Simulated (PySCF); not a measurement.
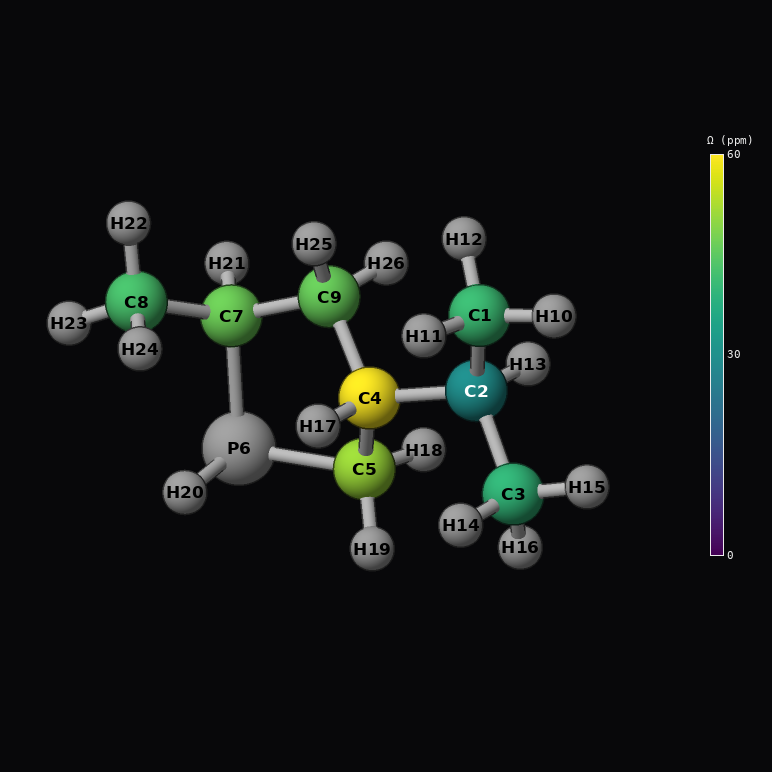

The C atoms are coloured by the span of their shielding tensor. Computed geometry: GFN2-xTB optimisation. No frequency run is at hand to confirm it as a minimum. Level of theory: GIAO PBE0/pcSseg-1 NMR shielding, non-relativistic, gas phase (PySCF 2.14.0). Principal shieldings σ11 ≤ σ22 ≤ σ33, span Ω = σ33 − σ11, skew κ = 3(σiso − σ22)/Ω.

**Which C atom has the most anisotropic shielding?**

C4, with a span of 60 ppm.

Give the shielding tensors of the C atoms.

```csv
atom,σ11,σ22,σ33,σiso,Ω,κ
C1,144.3,154.7,185.5,161.5,41.1,0.50
C2,133.0,148.9,162.6,148.2,29.6,−0.08
C3,145.9,153.8,185.7,161.8,39.8,0.60
C4,105.0,123.3,164.6,131.0,59.6,0.39
C5,127.5,152.5,178.8,152.9,51.3,0.02
C7,125.0,166.2,171.6,154.3,46.7,−0.77
C8,142.4,154.3,185.1,160.6,42.7,0.44
C9,115.2,147.6,161.5,141.4,46.3,−0.40
```

Shieldings and span in ppm.

The geometry is semi-empirical. Around P such bond lengths and angles can be off by a tenth of an ångström or more and by several degrees, and values that hang on the shape move with them.
